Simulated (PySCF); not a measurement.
```xyz
19
charge 0, multiplicity 1
C    -2.8852    0.3503   -0.5178
C    -1.6437    0.1055   -0.8919
C    -0.8468   -1.0570   -0.3881
N     0.4275   -0.6714    0.2435
B     1.7382   -0.5536   -0.6512
N     2.0403    0.9108   -0.1259
B     0.7363    0.8046    0.7747
H    -3.3956   -0.2798    0.1931
H    -3.4468    1.1869   -0.8968
H    -1.1435    0.7402   -1.6072
H    -1.4624   -1.6154    0.3245
H    -0.6222   -1.7201   -1.2347
H     0.5942   -1.3296    0.9922
H     1.4926   -0.5692   -1.8124
H     2.5715   -1.3322   -0.3111
H     2.9055    1.0152    0.3871
H     2.0124    1.6263   -0.8400
H     1.0029    0.7976    1.9329
H    -0.0851    1.6000    0.4673
```

Geometry: an image of a reaction path computed with GFN2-xTB, not a minimum.

What structure does this define?

Formula C₃H₁₂B₂N₂. As SMILES it reads `C=CC[NH+]1[BH2-][NH2+][BH2-]1`. Independent rings (smallest set): 1 of 4 members. Among its groups: alkene, B–H bond. Coordination, clear cases only: 2 C trigonal planar; 1 C tetrahedral.

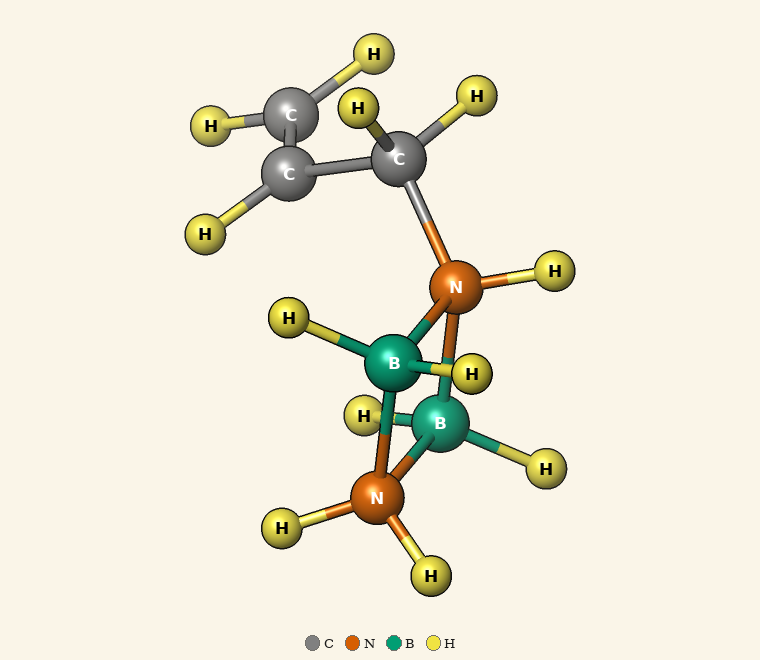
